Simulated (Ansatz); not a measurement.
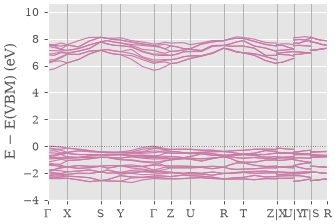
Band structure from HSE06 in the plane-wave PAW code Ansatz

Question: Read off the gap and where the band edges lie.

Answer: About 5.7 eV (5.66 eV among the points solved); maximum at Γ, minimum at Γ.

The material is BaBrCl in space group Pnma (No. 62; Ba on 4c, Br on 4c, Cl on 4c).

The first step of the workflow began from a Materials Project structure, measured or hypothetical; the Crystallography Open Database copy checked does not list it. Its standing as an ambient phase is unchecked. The HSE06 relaxation kept the symmetry of its start; whether a distortion lowers the energy is not shown. The hybrid was solved on a coarse mesh, the path and, where they were found, the r²SCAN edge points; its band edges are the extreme levels among these. Scalar-relativistic: spin–orbit coupling is off unless named, which matters more the heavier the elements.

Potentials: the later of the program's two PAW sets.
